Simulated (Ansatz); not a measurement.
```xyz
6

B     0.2581   -0.5348   -0.8547
Si   -0.2381    0.4768    0.8063
O    -0.4618    2.0025    0.7412
H    -0.5914   -0.9860   -1.5802
H     1.4103   -0.6471   -1.1884
H    -0.3770   -0.3114    2.0758
```

Method: RKS B3LYP-D4/def2-SVP (Ansatz).

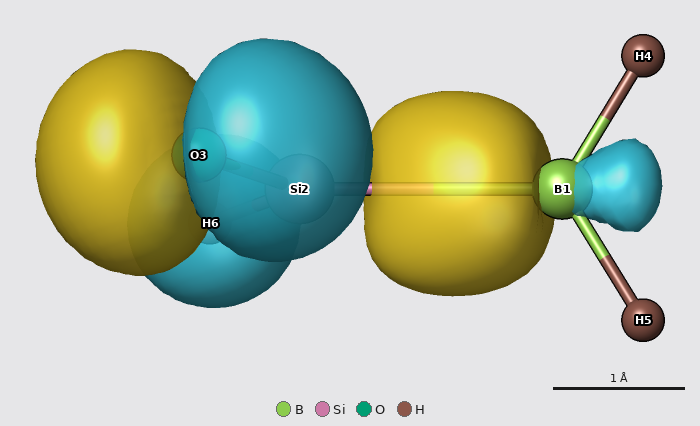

BH3OSi (SMILES B[SiH]=O). The HOMO at ±0.15 Å⁻³ᐟ² (yellow and cyan are the two phases), seen from one side.

> Describe this orbital and give its energy.

By Hirshfeld shares it lies mainly on O3 (about 65 %), Si2 (about 15 %), B1 (about 10 %) and H6 (about 10 %). Its energy is −7.30 eV.
